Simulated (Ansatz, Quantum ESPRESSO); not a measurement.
# F on fcc sites of Cu(111): the work function of the upper face at a withheld member of a series

**Set-up.** Quantum ESPRESSO 7.5, PBE, GBRV ultrasoft. Slabs of 3 layers, covered on the upper face; adsorbates and the top layer relax in a periodic cell, the rest is held (the clean slab relaxes both outer layers); a run under open boundaries (ESM, bc1) gives both vacuum levels. Cells of one to 9 surface sites carry the coverages, on meshes of like density; cold smearing of 0.02 Ry. The slabs take the lattice constants of the bulk relaxed by the same program. The series steps the coverage.

```
 coverage  work function of the upper face (eV)
     0 ML                                 4.886
0.1111 ML                                 5.162
0.1667 ML                                 5.386
  0.25 ML                                 5.784
0.3333 ML                                 6.023
   0.5 ML                                 6.775
0.6667 ML                                 7.484
  0.75 ML                                 8.027
```

One more run was made and is withheld. What is the work function of the upper face at 1 ML?

By hand: The rows at 0.6667 ML and 0.75 ML give a slope of (8.027 − (7.484))/(0.75 − (0.6667)) = 6.519, so a straight line gives 9.657 eV. A parabola through these and the row at 0.5 ML gives 10.412 eV.

**Check.** 9.161 eV. The line misses by +0.496 and the parabola by +1.251 eV. The line does better here.

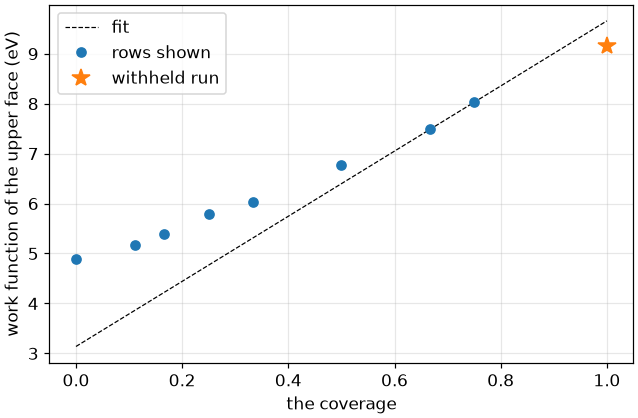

The rows shown, the fit and the withheld run.

**Limits.** Thin slabs, one site and one ordered pattern a coverage; no reconstruction or subsurface sites; meshes differ a little between cells.

[Logs are printed without paths, hosts, clocks, repeated set-up lines and the standing remarks that a program may print on its own settings, such as how far it seeks lower states.]
